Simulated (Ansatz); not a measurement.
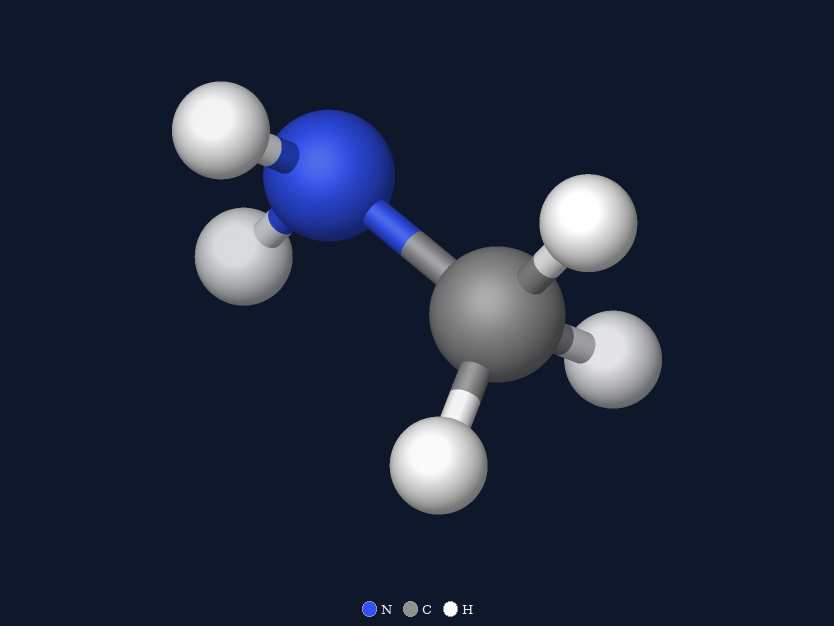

A ball-and-stick model of a molecule.

Computed geometry: PBE0-D4/def2-TZVP optimisation.

Which formula does it have?

CH5N, 7 atoms: 1 carbon, 5 hydrogen and 1 nitrogen.

What is the point group of this geometry?

Cs.

More results for the same structure follow; atom numbers are the same in all pictures, views and colours differ.

### Geometry

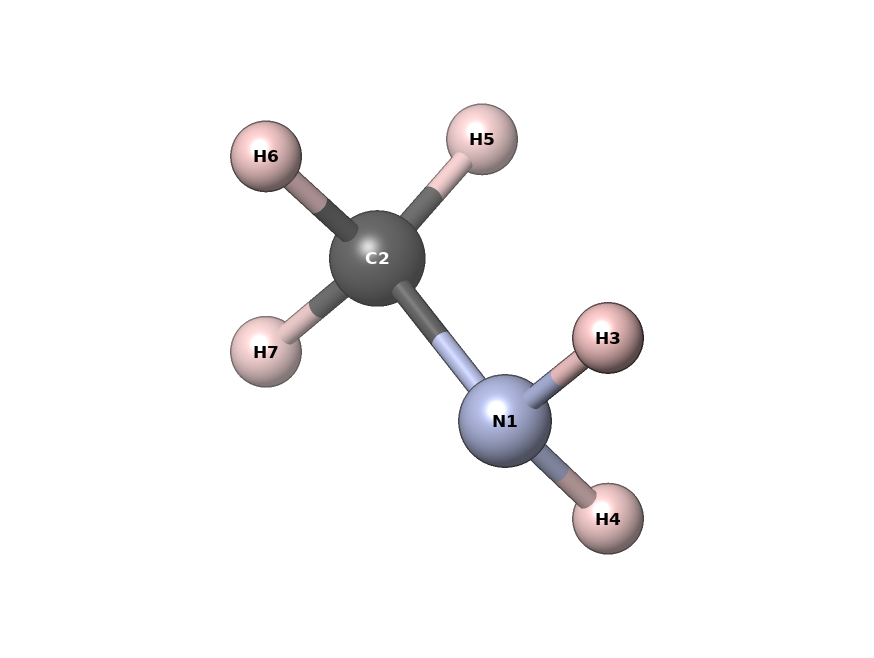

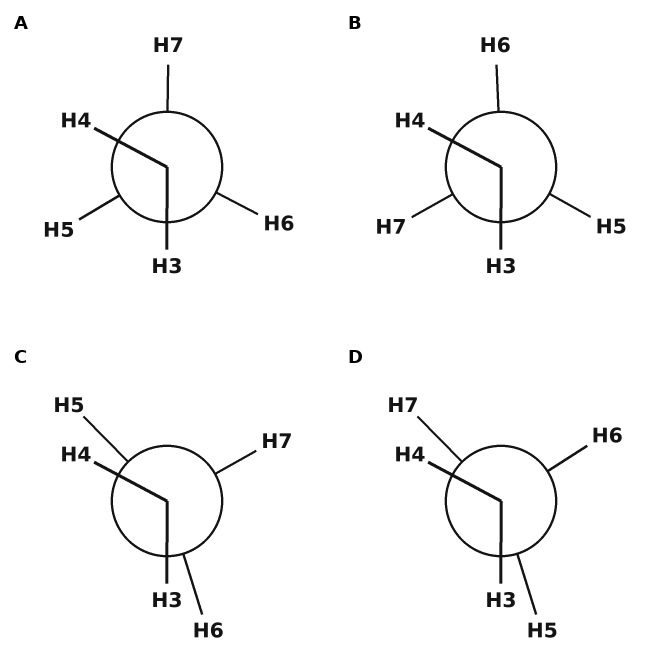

Atoms fade into the background with distance from the viewer. Bonds that would overlap in a projection are set slightly apart.

Which Newman projection shows the view along N1–C2, with N1 in front?

A. The torsion angle H3–N1–C2–H5 is 59°, synclinal (gauche).

### Vibrations

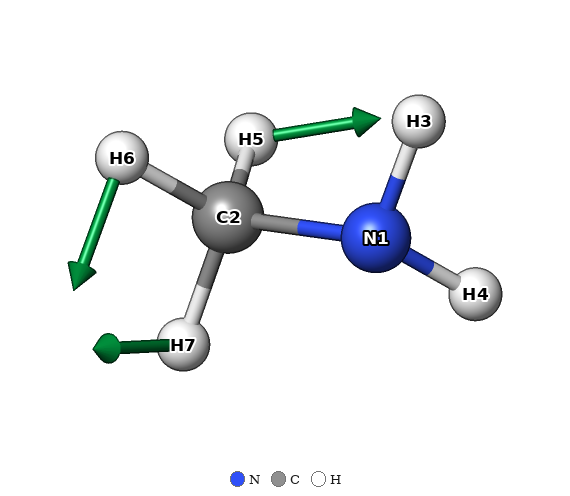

The arrows show one normal mode. Harmonic vibrations computed with RKS PBE0-D4/def2-TZVP (Ansatz 0.2.0) at a stationary point of the same level.

Describe the motion.

Mostly H–C–H bending.

Estimate its harmonic wavenumber.

1490 cm⁻¹; it is mode 8 of 15 counted from the lowest.

### Thermal motion

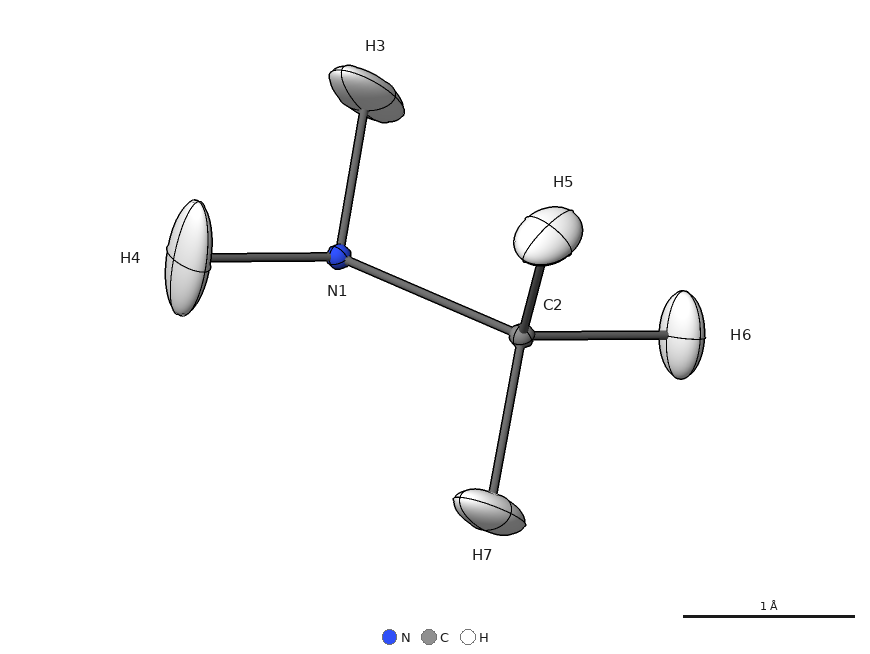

Displacement ellipsoids at the 50 % level, from the internal vibrations of the free molecule (harmonic, no overall translation or rotation; no half-axis is drawn under 0.075 Å). Vibrations computed with RKS PBE0-D4/def2-TZVP (Ansatz 0.2.0). Temperature: 600 K.

Which atom has the largest mean-square displacement?

H3, H4, with U_eq = 0.0252 Å².

Does H4 move more along its bond or across it?

Across it: the root-mean-square amplitude is 0.069 Å along the bond and up to 0.238 Å across, since bending and torsion are softer than stretching.

Give the displacement parameters, one line for each set of equivalent atoms.

```csv
atom,U_eq (Å²),rms amplitudes (Å)
N1,0.00046,"0.016, 0.020, 0.027"
C2,0.00050,"0.018, 0.018, 0.029"
"H3, H4",0.0252,"0.067, 0.121, 0.238"
H5,0.0136,"0.073, 0.115, 0.149"
"H6, H7",0.0156,"0.072, 0.115, 0.168"
```

### Charges

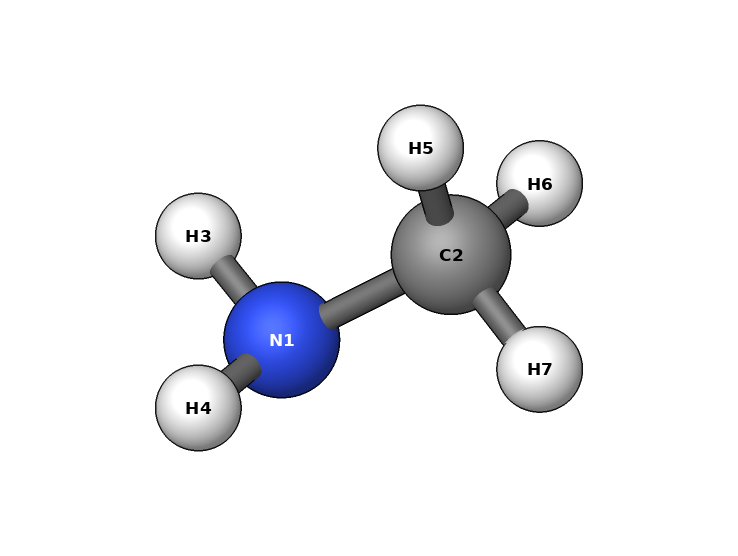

The questions are on Mulliken charges. Level of theory: RKS PBE0-D4/def2-TZVP (Ansatz 0.2.0).

Which atom carries the highest charge (most positive or least negative)?

H3, H4 (0.22 e).

And the lowest?

N1 (−0.52 e).

List the Mulliken charges.

| atom | value (e) |
| --- | --- |
| N1 | −0.52 |
| C2 | −0.27 |
| H3 | 0.22 |
| H4 | 0.22 |
| H5 | 0.10 |
| H6 | 0.12 |
| H7 | 0.12 |

Mulliken values depend strongly on the basis set and can even reverse the polarity of a bond.
